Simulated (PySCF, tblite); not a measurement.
**C3H3BrO2: isotopologues and vibrational averages**

Aim: rotational constants, zero-point energies and shieldings of isotopologues of C3H3BrO2 (`O=C(O)/C=C/Br`).

Programs: PySCF 2.14.0 with density-fitted response routines of our own, and tblite 0.8.0. All values are computed, except where a source is named. Atoms count from 0 throughout.

## Step 1: The molecule as given

9 atoms, charge 0, multiplicity 1; geometry from: force field or distance geometry start.

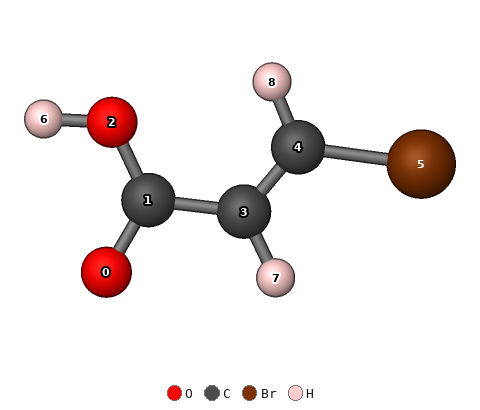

The starting geometry (oxygen red, carbon dark grey, bromine brown, hydrogen pink), atoms numbered.

## Step 2: GFN2-xTB relaxation, lowest of a short conformer search

What the job is given:

```
{"job": {"xc": "GFN2-xTB", "basis": "xTB", "kind": "relax"}, "charge": 0, "multiplicity": 1}
O     -1.592500    -1.467400     0.335000
C     -0.980400    -0.377400     0.046500
O     -1.573700     0.781600    -0.188700
C      0.488200    -0.501700     0.087400
C      1.291200     0.502100    -0.096700
Br     3.182300     0.297200    -0.082200
H     -2.622900     0.791900    -0.215500
H      1.003100    -1.461800     0.367600
H      0.859000     1.459600    -0.354200
```

Command:

```
> OMP_NUM_THREADS=1 python ens_run.py task.json out
```

This one command runs the whole study; its stages follow in the order run.

The log of the run:

```text
step      E/eV     max force
  0    -547.45258    5.419
  1    -547.67450    5.628
  2    -547.87434    1.108
  3    -547.93454    0.804
  4    -548.06683    0.868
  5    -548.08442    0.415
  6    -548.09401    0.238
  7    -548.09723    0.164
  8    -548.09896    0.142
  9    -548.10015    0.101
 10    -548.10116    0.096
 11    -548.10186    0.104
 12    -548.10271    0.125
 13    -548.10404    0.128
 14    -548.10574    0.161
 15    -548.10709    0.106
 16    -548.10785    0.073
 17    -548.10831    0.088
 18    -548.10878    0.098
 19    -548.10931    0.098
 20    -548.10971    0.060
 21    -548.10995    0.040
 22    -548.11009    0.031
 23    -548.11018    0.035
 24    -548.11024    0.026
 25    -548.11027    0.016
 26    -548.11029    0.011
 27    -548.11030    0.009
 28    -548.11031    0.008
 29    -548.11031    0.007
 30    -548.11031    0.005
 31    -548.11032    0.003
```

Wall time 0.27 s (1 thread of Arm Neoverse N1, shared host).

Relaxing gained 0.658 eV and moved the atoms by 0.12 Å on average (rms).

## Step 3: Tight optimisation and Hessian

What the job is given:

```
{"job": {"xc": "B3LYP", "basis": "pcSseg-1", "grid": 2, "temperatures": [300, 1000], "kind": "geom"}, "charge": 0, "multiplicity": 1}
O     -1.710304    -1.400425     0.312464
C     -0.985474    -0.465194     0.095137
O     -1.451302     0.759217    -0.197142
C      0.486996    -0.541152     0.121053
C      1.256667     0.511999    -0.126681
Br     3.128149     0.437478    -0.098923
H     -2.421509     0.749089    -0.200211
H      0.889255    -1.515087     0.356081
H      0.861768     1.488049    -0.362496
```

The log of the run:

```text
step   0  E = -77292.8777401 eV  max force = 0.80086
step   1  E = -77292.8947021 eV  max force = 0.10027
step   2  E = -77292.8949478 eV  max force = 0.02378
step   3  E = -77292.8949572 eV  max force = 0.00172
step   4  E = -77292.8949585 eV  max force = 0.00423
step   5  E = -77292.8949590 eV  max force = 0.00057
step   6  E = -77292.8949590 eV  max force = 0.00057
step   7  E = -77292.8949590 eV  max force = 0.00032
harmonic wavenumbers (cm-1): 117.1 157.9 167.2 257.0 471.1 573.4 606.0 713.3 771.6 874.9 905.6 983.5 1173.7 1228.1 1300.5 1366.5 1647.3 1802.5 3203.8 3218.4 3704.0
```

Wall time 19 min (1 thread of Arm Neoverse N1, shared host); peak memory 0.74 GiB.

## Step 4: Displacements along the modes, parent

What the job is given:

```
{"job": {"xc": "B3LYP", "basis": "pcSseg-1", "grid": 2, "temperatures": [300, 1000], "kind": "vib", "mass_numbers": [16, 12, 16, 12, 12, 79, 1, 1, 1]}, "charge": 0, "multiplicity": 1}
O     -1.716498    -1.399582     0.313806
C     -0.992925    -0.457570     0.093520
O     -1.467917     0.778084    -0.202884
C      0.483892    -0.533781     0.119200
C      1.267304     0.514115    -0.126789
Br     3.151743     0.427399    -0.096945
H     -2.439768     0.709746    -0.191808
H      0.884125    -1.514879     0.354966
H      0.884289     1.500442    -0.363783
```

The log of the run:

```text
mode    cm-1    km/mol   phi_rrr   E(+)/cm-1  E(-)/cm-1
  1    117.09     0.18      -1.0      25.13      25.04
  2    157.89     1.97      14.3      29.37      27.90
  3    167.23     0.16       0.5      30.51      30.48
  4    256.97     0.88     -19.3      45.62      46.91
  5    471.11     4.06       4.5      85.05      84.62
  6    573.45    89.39      -1.2     120.14     120.40
  7    605.98    81.85      42.8     110.69     107.87
  8    713.28    44.87      -0.5     128.80     128.91
  9    771.56    37.48    -108.5     135.03     143.04
 10    874.86     4.87      -0.4     158.21     158.28
 11    905.56    17.00    -164.5     157.20     169.11
 12    983.50    62.61      -0.2     178.71     178.76
 13   1173.66   231.36     -20.6     211.66     212.98
 14   1228.05    89.50      21.9     222.48     220.95
 15   1300.47     7.67      87.2     237.48     231.45
 16   1366.46   114.07    -137.9     241.16     250.92
 17   1647.35   106.57     388.5     311.10     283.09
 18   1802.51   436.93     511.8     343.66     306.90
 19   3203.82     0.98    1932.8     651.47     512.80
 20   3218.35     6.24    1941.4     654.49     515.06
 21   3704.01   113.43    2560.1     766.88     583.28
```

Wall time 20 min (1 thread of Arm Neoverse N1, shared host); peak memory 0.74 GiB.

## Step 5: Displacements along the modes, 2H at atom 8

The job, as its differences from that of step 4:

```diff
@@ -1,2 +1,2 @@
-{"job": {"xc": "B3LYP", "basis": "pcSseg-1", "grid": 2, "temperatures": [300, 1000], "kind": "vib", "mass_numbers": [16, 12, 16, 12, 12, 79, 1, 1, 1]}, "charge": 0, "multiplicity": 1}
+{"job": {"xc": "B3LYP", "basis": "pcSseg-1", "grid": 2, "temperatures": [300, 1000], "kind": "vib", "mass_numbers": [16, 12, 16, 12, 12, 79, 1, 1, 2]}, "charge": 0, "multiplicity": 1}
 O     -1.716498    -1.399582     0.313806
```

The log of the run:

```text
mode    cm-1    km/mol   phi_rrr   E(+)/cm-1  E(-)/cm-1
  1    112.41     0.13      -0.9      24.11      24.03
  2    156.06     1.93      13.9      29.02      27.57
  3    157.54     0.06      -0.2      28.48      28.51
  4    256.45     0.87      19.3      46.82      45.53
  5    465.55     3.89      -5.2      83.60      84.07
  6    570.55    78.70       1.0     118.61     118.37
  7    605.80    82.56     -43.0     107.83     110.67
  8    675.94    57.27       0.5     122.53     122.43
  9    709.83    25.08      90.7     131.30     124.54
 10    786.67     2.06       0.0     141.76     141.73
 11    892.64     8.07    -131.4     156.07     165.56
 12    930.60    48.80      -0.4     170.41     170.51
 13    975.65    19.57     -70.7     173.38     178.50
 14   1187.27   324.77      20.2     215.63     214.35
 15   1262.41     1.97      57.6     230.19     226.22
 16   1366.08   113.66    -138.7     241.06     250.88
 17   1629.50   111.45     367.1     307.07     280.60
 18   1802.35   434.69     514.0     343.72     306.80
 19   2381.77     1.62   -1197.0     388.55     474.61
 20   3203.91     1.40    1951.3     652.23     512.23
 21   3704.01   113.44    2560.1     766.88     583.28
```

Wall time 20 min (1 thread of Arm Neoverse N1, shared host); peak memory 0.74 GiB.

## Step 6: Vibrational averages by isotopologue

What the job is given:

```
{"job": {"xc": "B3LYP", "basis": "pcSseg-1", "grid": 2, "temperatures": [300, 1000], "kind": "iso"}, "charge": 0, "multiplicity": 1}
O     -1.716498    -1.399582     0.313806
C     -0.992925    -0.457570     0.093520
O     -1.467917     0.778084    -0.202884
C      0.483892    -0.533781     0.119200
C      1.267304     0.514115    -0.126789
Br     3.151743     0.427399    -0.096945
H     -2.439768     0.709746    -0.191808
H      0.884125    -1.514879     0.354966
H      0.884289     1.500442    -0.363783
```

The log of the run:

```text
parent
  Be/MHz 10268.962 783.52 727.976
  B0/MHz 10173.561 780.034 724.467
  ZPE/cm-1 12621.6
  <sigma>(0 K)/ppm -134.085 10.392 116.076 40.351 18.628 1894.620 25.373 24.779 23.399
2H at atom 8
  Be/MHz 9830.462 783.465 725.634
  B0/MHz 9743.934 780.089 722.264
  ZPE/cm-1 11916.5
  <sigma>(0 K)/ppm -134.079 10.393 116.162 40.497 18.982 1899.409 25.374 24.786 23.502
```

Wall time 60 min (1 thread of Arm Neoverse N1, shared host); peak memory 0.74 GiB. This counts the whole study up to here.

Rotational constants (MHz) at equilibrium and in the ground state:

```csv
isotopologue,Be,B0,zero-point change (cm⁻¹)
parent,"10269.0, 783.5, 728.0","10173.6, 780.0, 724.5",0.0
2H at atom 8,"9830.5, 783.5, 725.6","9743.9, 780.1, 722.3",-705.1
```

Shieldings of the first species (ppm): at equilibrium, the vibrational parts at 0 K, and the averages:

```csv
atom,equilibrium,anharmonic,harmonic,0 K,300 K,1000 K
O0,-119.98,-2.26,-11.85,-134.08,-134.40,-143.41
C1,12.64,-0.42,-1.82,10.39,9.98,7.68
O2,127.54,1.00,-12.46,116.08,114.34,107.23
C3,44.26,-0.68,-3.23,40.35,39.91,37.03
C4,22.42,-0.54,-3.25,18.63,18.78,17.64
Br5,1943.85,-8.24,-40.99,1894.62,1885.96,1833.36
H6,25.81,0.16,-0.59,25.37,25.36,25.29
H7,25.28,-0.03,-0.47,24.78,24.75,24.51
H8,23.91,0.00,-0.51,23.40,23.41,23.30
```

Isotope effects on the shieldings at 0 K (ppb; positive means more shielded):

```csv
atom,2H at atom 8
O0,5
C1,2
O2,86
C3,145
C4,354
Br5,4789
H6,1
H7,7
H8,102
```

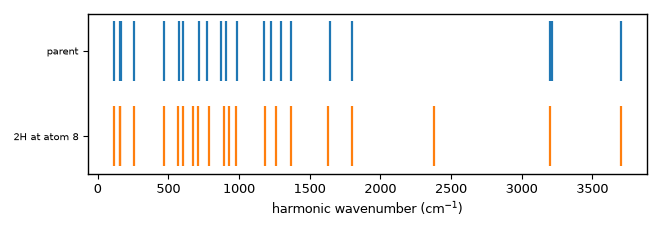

Harmonic wavenumbers of each isotopologue.

## Step 7: Summary of results

| quantity | value |
| --- | --- |
| point group | Cs |
| B0 of the first species | 10173.6, 780.0, 724.5 MHz |
| zero-point energy | 12622 cm⁻¹ |
| zero-point change of σ(Br5) | -49.23 ppm |

**Reading.** Zero-point motion changes the shielding of Br5 most, by -49.23 ppm. The largest secondary isotope effect is 4789 ppb on Br5, 2 bonds from the change (2H at atom 8). The job flags a low mode; perturbation theory is less sure for low modes. Internal rotors are held in one well. Spin-orbit coupling is left out, which matters at and beside the heavy atoms.
